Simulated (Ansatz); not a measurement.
# Diffusion barrier of Li in Si, part 2 of 2

How high is the barrier in Si when interstitial Li hops to an equivalent place? Supercell of 16 sites with charge +1; relaxed ends, then a climbing-image band.

Ansatz 0.2.0; DFT r2SCAN, scalar-relativistic, plane waves, PAW.

## (10) The log goes on: climbing-image band for the jump of Li by 2.35 Å

Output, continued, cut to the lines that bear on the results:

```text
SCF iter   3: F=-10435.107109 eV  HF=-10435.107064 eV  |F-HF|=4.50e-5  |Δ(HF+E_count)|=   1.38e-3  Δρ=1.74e-4  dr2=9.44e-5  dr2_τ=2.38e-6  ethr=1.63e-5  ⟨swp⟩=4.0  Hψ=786  notcnv=0  defer=10
[...]
NEB image 3
[...]
NEB image 4
[...]
NEB image 5
[...]
NEB image 1
NSCF: frozen V_eff on 8 k-points
NEB image 2
NSCF: frozen V_eff on 8 k-points
NEB image 4
NSCF: frozen V_eff on 8 k-points
NEB image 5
NSCF: frozen V_eff on 8 k-points
NEB image 3
NSCF: frozen V_eff on 8 k-points
the search or the solves at the SCF's close seem to have found levels that the self-consistency loop had missed (the run counts 4). By its estimate they hold under 1e-12 electrons; where the run keeps them, the occupations were computed again with them
NEB iter   3: max|band force component| = 4.734e-2 eV/Å  barrier→ = 0.6252 eV  barrier← = 0.6252 eV  CI = image 3  Δτ_max = 0.0000 Å  (30 SCF iters)
NEB image 3
[...]
    - { symbol: Si, position: [0.6242520260503921, 0.1287016677660745, 0.6242898837446766] }
    - { symbol: Si, position: [0.6330718225225778, 0.6315589259858237, 0.6331236478446043] }
    - { symbol: Si, position: [0.25068057499581164, 0.7431701493020916, 0.2507198635520276] }
    - { symbol: Si, position: [0.2418376737280413, 0.24032465141022535, 0.24189187525024372] }
    - { symbol: Si, position: [0.7439195520580623, 0.7423892600732379, 0.265132862669302] }
    - { symbol: Si, position: [0.7446967200672586, 0.2491479200869104, 0.250719526120631] }
    - { symbol: Si, position: [0.2650786473861234, 0.7423941545309299, 0.74396575192237] }
    - { symbol: Si, position: [0.25068185136359034, 0.24914946829325824, 0.7447393086648125] }
    - { symbol: Si, position: [0.7569044877162124, 0.7553780899199527, 0.7569467480683233] }
    - { symbol: Si, position: [0.7439178162229392, 0.2635680956498647, 0.7439587206106797] }
    - { symbol: Li, position: [-0.06255638007510629, -0.06404269179443546, -0.062483454114776474] }
```

It took 65 s on 8 threads of Intel Xeon Platinum 8259CL at 2.50GHz (Skylake/Cascade Lake), shared host; peak memory 2.4 GiB.

## (11) What the band shows

The 5 inner images lie between the fixed ends 0 and 6. Energy is taken from image 0, and the path length is the program's own coordinate along the band.

```
image  path (Å)  energy (eV)    Li17 x y z (Å)  band force (eV/Å)
    0     0.000       0.0000  -0.01 -0.01 0.01                  -
    1     0.414       0.1286  -0.20 -0.20 0.20              0.047
    2     0.829       0.4494  -0.44 -0.44 0.44              0.036
   3*     1.244       0.6252  -0.69 -0.69 0.68              0.029
    4     1.660       0.4493  -0.93 -0.93 0.92              0.035
    5     2.075       0.1283  -1.17 -1.17 1.16              0.047
    6     2.490       0.0000  -1.37 -1.37 1.35                  -
```

The star marks the climbing image.

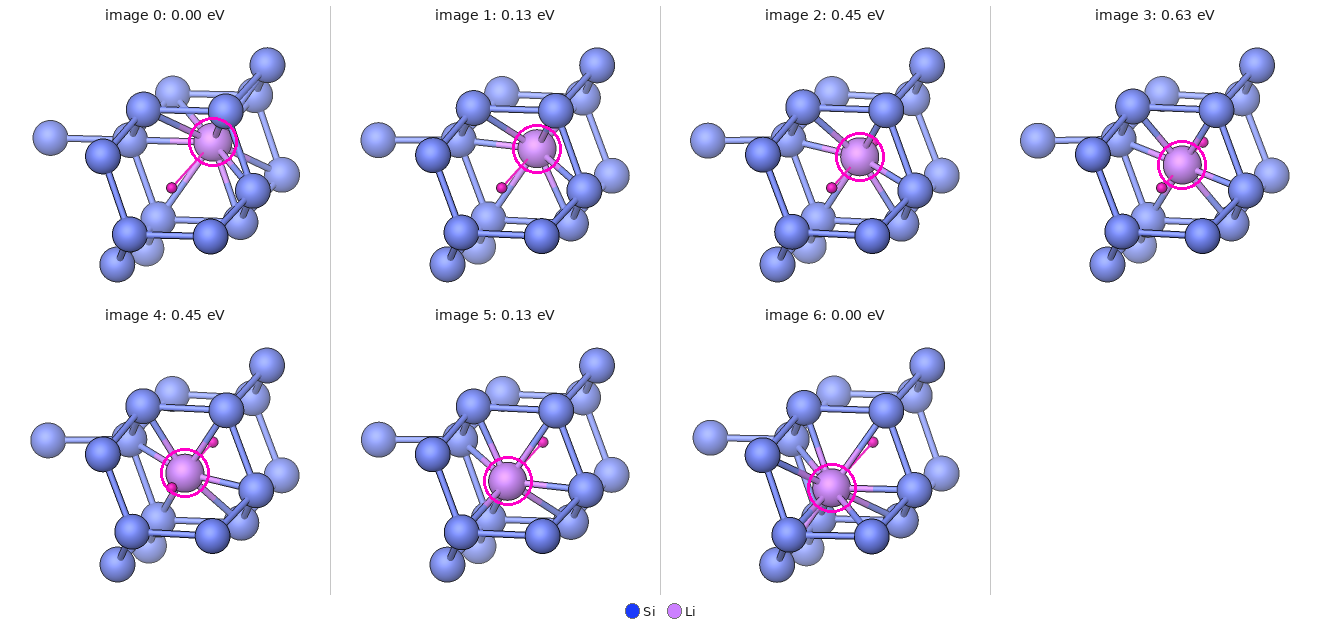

Snapshots along the band, viewed slightly off an axis. Ringed: Li17. The magenta line is the track of the ringed atom over the whole band, with dots at its ends. Each atom of the cell is drawn once, at one copy chosen for all pictures, so bonds across the cell's faces may be missing; the others are paled. Sticks join atoms closer than a bonding distance in each image.

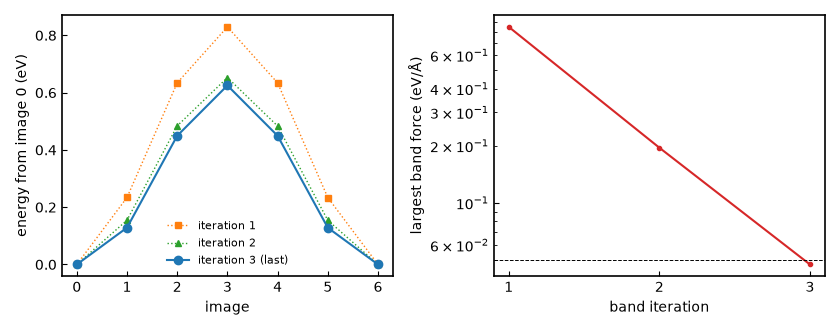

Left: energy of each image for early iterations and the last one (lines only join the points; early values far above the last band run off the scale). Right: the largest band force by iteration, with the threshold dashed.

The top of the band by iteration:

```
iteration  highest image above image 0 (eV)  largest band force (eV/Å)
        1                            0.8296                      0.847
        2                            0.6526                      0.195
        3                            0.6252                      0.047
```

The band as a trajectory file:

```xyz
17
Lattice="0.000 5.444 -5.444 5.444 5.444 0.000 5.444 0.000 -5.444" Properties=species:S:1:pos:R:3 pbc="T T T" image=0 dE=0.0000
Si    1.378    1.378   -1.378
Si    4.049    4.049   -1.377
Si    1.378    4.049   -4.049
Si    4.065    6.805   -4.065
Si    4.050    1.377   -4.049
Si    6.805    4.066   -4.066
Si    4.065    4.065   -6.805
Si    6.805    6.805   -6.805
Si    5.435    5.435   -2.735
Si    2.714    2.713   -2.713
Si    5.435    8.135   -5.435
Si    2.736    5.435   -5.435
Si    8.135    5.435   -5.435
Si    5.435    2.735   -5.435
Si    8.157    8.157   -8.157
Si    5.435    5.435   -8.135
Li   -0.007   -0.009    0.009
17
Lattice="0.000 5.444 -5.444 5.444 5.444 0.000 5.444 0.000 -5.444" Properties=species:S:1:pos:R:3 pbc="T T T" image=1 dE=0.1286
Si    1.302    1.302   -1.304
Si    4.022    4.022   -1.402
Si    1.399    4.022   -4.025
Si    4.091    6.801   -4.093
Si    4.022    1.399   -4.025
Si    6.801    4.091   -4.093
Si    4.091    4.091   -6.804
Si    6.858    6.858   -6.861
Si    5.412    5.412   -2.732
Si    2.646    2.646   -2.648
Si    5.463    8.123   -5.465
Si    2.730    5.412   -5.415
Si    8.124    5.463   -5.465
Si    5.412    2.729   -5.415
Si    8.210    8.209   -8.212
Si    5.463    5.463   -8.126
Li   -0.204   -0.204    0.201
17
Lattice="0.000 5.444 -5.444 5.444 5.444 0.000 5.444 0.000 -5.444" Properties=species:S:1:pos:R:3 pbc="T T T" image=2 dE=0.4494
Si    1.281    1.281   -1.286
Si    4.019    4.019   -1.420
Si    1.415    4.019   -4.025
Si    4.098    6.793   -4.103
Si    4.019    1.415   -4.025
Si    6.793    4.098   -4.103
Si    4.098    4.098   -6.799
Si    6.879    6.878   -6.884
Si    5.411    5.410   -2.730
Si    2.628    2.628   -2.634
Si    5.475    8.103   -5.481
Si    2.724    5.410   -5.416
Si    8.104    5.475   -5.481
Si    5.411    2.724   -5.416
Si    8.229    8.228   -8.234
Si    5.475    5.475   -8.109
Li   -0.444   -0.444    0.439
17
Lattice="0.000 5.444 -5.444 5.444 5.444 0.000 5.444 0.000 -5.444" Properties=species:S:1:pos:R:3 pbc="T T T" image=3 dE=0.6252
Si    1.277    1.277   -1.285
Si    4.025    4.025   -1.427
Si    1.418    4.025   -4.033
Si    4.099    6.788   -4.107
Si    4.025    1.418   -4.033
Si    6.788    4.099   -4.107
Si    4.099    4.099   -6.797
Si    6.885    6.884   -6.893
Si    5.410    5.410   -2.729
Si    2.625    2.625   -2.633
Si    5.485    8.091   -5.493
Si    2.721    5.410   -5.419
Si    8.091    5.484   -5.493
Si    5.410    2.721   -5.419
Si    8.233    8.232   -8.241
Si    5.485    5.484   -8.100
Li   -0.689   -0.689    0.681
17
Lattice="0.000 5.444 -5.444 5.444 5.444 0.000 5.444 0.000 -5.444" Properties=species:S:1:pos:R:3 pbc="T T T" image=4 dE=0.4493
Si    1.281    1.281   -1.292
Si    4.034    4.034   -1.417
Si    1.406    4.034   -4.046
Si    4.099    6.785   -4.110
Si    4.034    1.406   -4.046
Si    6.785    4.099   -4.110
Si    4.099    4.099   -6.796
Si    6.881    6.881   -6.892
Si    5.412    5.411   -2.728
Si    2.631    2.631   -2.642
Si    5.490    8.094   -5.501
Si    2.716    5.411   -5.423
Si    8.095    5.490   -5.501
Si    5.412    2.716   -5.423
Si    8.228    8.228   -8.240
Si    5.490    5.490   -8.106
Li   -0.934   -0.934    0.923
17
Lattice="0.000 5.444 -5.444 5.444 5.444 0.000 5.444 0.000 -5.444" Properties=species:S:1:pos:R:3 pbc="T T T" image=5 dE=0.1283
Si    1.300    1.300   -1.314
Si    4.047    4.047   -1.400
Si    1.386    4.047   -4.061
Si    4.097    6.780   -4.111
Si    4.047    1.386   -4.061
Si    6.780    4.097   -4.111
Si    4.097    4.097   -6.794
Si    6.864    6.863   -6.878
Si    5.419    5.419   -2.723
Si    2.651    2.651   -2.665
Si    5.487    8.110   -5.501
Si    2.708    5.419   -5.433
Si    8.110    5.487   -5.501
Si    5.419    2.708   -5.433
Si    8.208    8.208   -8.222
Si    5.487    5.487   -8.124
Li   -1.174   -1.175    1.160
17
Lattice="0.000 5.444 -5.444 5.444 5.444 0.000 5.444 0.000 -5.444" Properties=species:S:1:pos:R:3 pbc="T T T" image=6 dE=0.0000
Si    1.352    1.352   -1.370
Si    4.074    4.074   -1.391
Si    1.374    4.074   -4.091
Si    4.074    6.774   -4.091
Si    4.074    1.374   -4.091
Si    6.774    4.074   -4.091
Si    4.074    4.074   -6.791
Si    6.796    6.796   -6.812
Si    5.444    5.444   -2.722
Si    2.705    2.705   -2.722
Si    5.460    8.132   -5.477
Si    2.704    5.444   -5.461
Si    8.132    5.460   -5.477
Si    5.444    2.704   -5.461
Si    8.131    8.131   -8.148
Si    5.460    5.460   -8.148
Li   -1.370   -1.370    1.354
```

## (12) Results

What follows sums up all 2 parts. Changes of volume or cell count from the first structure of part 1.

```
                                                                  quantity                                                                      value
                                               relaxed cell (conventional)  a = 5.444 Å, b = 5.444 Å, c = 5.444 Å, α = 90.00°, β = 90.00°, γ = 90.00°
                                                      space group (0.01 Å)                                                            Fd-3m (No. 227)
                                                                    volume                                                              20.16 Å³/atom
                                                          barrier forwards                                                                    0.63 eV
                                                         barrier backwards                                                                    0.63 eV
                                              second end relative to first                                                                   0.000 eV
                                                             highest image                                                      3 of 0 to 6, climbing
                                                           band iterations                                                                          3
                                 neighbours of Li at the start; at the top             4 Si at 2.40 Å, 5 Si at 2.74 Å, 1 Si at 2.75 Å; 6 Si at 2.35 Å
step 4, run with occupations.method fixed, width left out (against step 3)                                                    converged, 6 SCF cycles
```

**Reading.** The volume hardly moved (+0.0 %). Along this path the system climbs 0.63 eV from the first end (24 kT at 300 K), which at an assumed attempt frequency of 10^13 s⁻¹ means a rate near 10^2 s⁻¹. The ends differ by 1 meV at most. The input switches the test of curvatures off, so the top was not shown to be a first-order saddle. The top still moved by 27 meV in the last iteration, which bounds the digits to trust. In a cell of 16 sites the barrier is good to about a tenth of an eV.
